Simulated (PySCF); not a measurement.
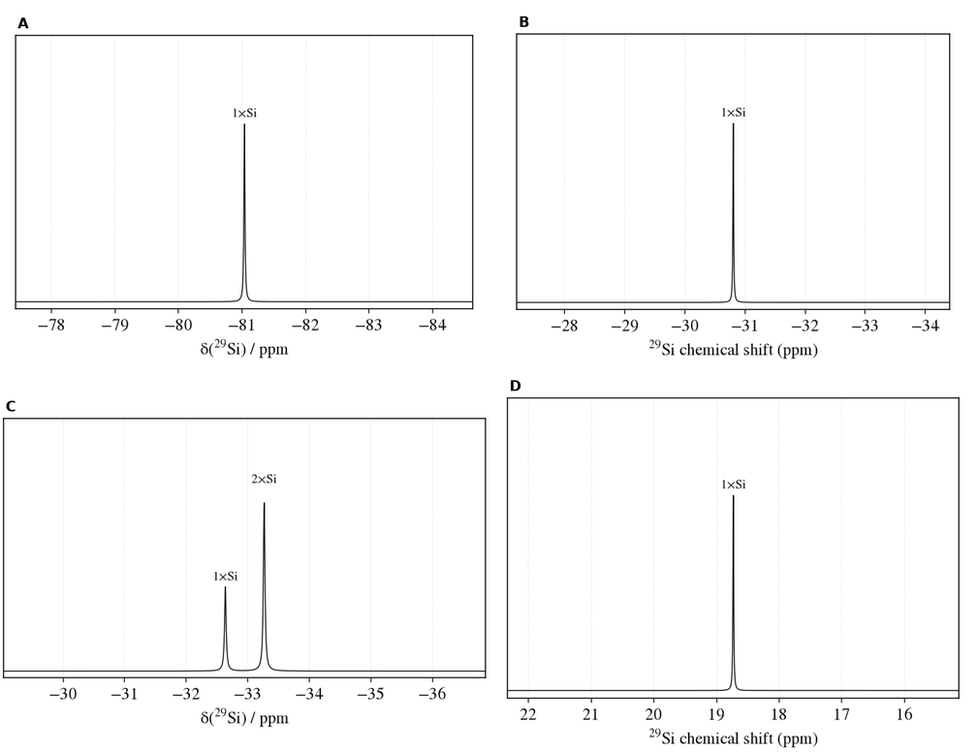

GIAO shifts, PBE0/pcSseg-1 in PySCF 2.14.0, at a PBE0-D3(BJ)/def2-SVP geometry (no frequency check), against TMS for ²⁹Si computed at the same level. Gas phase, fully decoupled, line heights follow the number of nuclei, widths are arbitrary (no quadrupolar broadening); values of one conformer, averaged over methyl-type rotors and exact or near symmetry; other conformers aren't averaged in.

### Which panel belongs to which molecule?
1. Si₃N₃H₈F, SMILES F[SiH]1N[SiH2]N[SiH2]N1
2. BSiPH₅F, SMILES FBP[SiH3]
3. CH₈PSSi⁺, SMILES CS[SiH2][PH3+]
4. C₄H₁₁NSSi, SMILES CS[Si@@H]1CCCN1

A: 2 (−81.0 (1 Si) ppm)
B: 3 (−30.8 (1 Si) ppm)
C: 1 (−32.6 (1 Si), −33.3 (2 Si) ppm)
D: 4 (18.7 (1 Si) ppm)
